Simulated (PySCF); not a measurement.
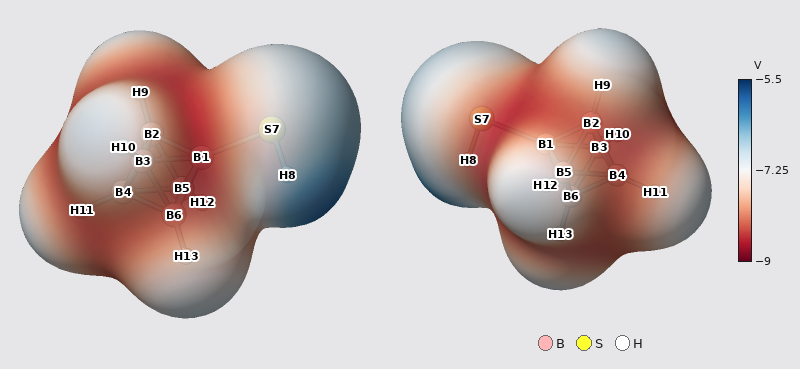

Figure. [closo-1-(SH)B6H5]2- (B6H6S, charge −2). Electrostatic potential on the surface of electron density 0.001 a.u. (back view left, front view right).

Method: B3LYP/aug-cc-pVDZ; geometry: GFN2-xTB; program: PySCF. The highest occupied orbitals have positive energy: in the gas phase this ion holds its electrons only through the finite basis. This is a single-reference result, which may miss multireference character in this system. No frequency check shows the geometry to be a minimum. GFN2-xTB bond lengths at metals and heavier atoms can be off by up to 0.1 Å and shapes distorted, which carries into these values.

Input script:

```python
import numpy as np
from pyscf import gto, scf, dft
from pyscf.scf import atom_ks, atom_hf
from scipy.linalg import block_diag

def solve(mol, dm0=None, hcore=None):
    mf = (dft.UKS if mol.spin else dft.RKS)(mol, xc='b3lyp')
    mf.grids.level = 3
    mf = mf.density_fit(auxbasis='def2-universal-jkfit')
    mf.conv_tol, mf.max_cycle = 1e-8, 80
    if hcore is not None:
        mf.get_hcore = lambda *args: hcore
    mf.kernel(dm0)
    if not mf.converged:
        mf = mf.newton().run(mf.mo_coeff, mf.mo_occ, max_cycle=30)
    assert mf.converged, 'SCF not converged'
    return mf

mol = gto.M(atom='''
B     -0.14539     0.05997     0.00035
B      1.07247     1.20927     0.12102
B      1.03188     0.11817    -1.21171
B      2.20740    -0.05892     0.00046
B      1.01974    -0.12266     1.21119
B      0.95394    -1.20820    -0.12144
S     -2.24264     0.08705     0.00005
H     -2.33865    -1.24399    -0.00076
H      1.13723     2.44740     0.24400
H      1.03716     0.23990    -2.45188
H      3.45688    -0.12285     0.00037
H      1.01142    -0.25038     2.45181
H      0.87803    -2.45099    -0.24374
''', basis='aug-cc-pvdz', charge=-2, spin=0, verbose=4)
mf = solve(mol)
mf.analyze()
# spherically averaged free atoms, for the promolecule
atm = atom_ks.get_atm_nrks(mol, xc='b3lyp')
pro = block_diag(*[(atm[a[0]][2] * atm[a[0]][3]) @ atm[a[0]][2].T for a in mol._atom])
np.savez('result.npz', e=mf.e_tot, c=mf.mo_coeff, occ=mf.mo_occ, eps=mf.mo_energy, pro=pro, dip=mf.dip_moment(verbose=0), s2=mf.spin_square()[0])
```

Command:

```sh
OMP_NUM_THREADS=1 python input.py
```

The run took 80 s on 1 thread of AMD EPYC (Zen 3), on a shared host, peak memory 0.85 GiB.

Partitions, critical points and surface values were worked out afterwards from this run's density.

### Where are the extremes of the potential on the surface?

Highest: −5.84 V, 1.4 Å from H8. Further maxima include −6.90 V, 1.6 Å from H13; −6.94 V, 1.6 Å from H9. Lowest: −8.58 V, off the B1–B5 bond (2.3 to 2.4 Å from its atoms). The surface is sampled at points, so like sites can differ by a few per cent and only the strongest of them is named.
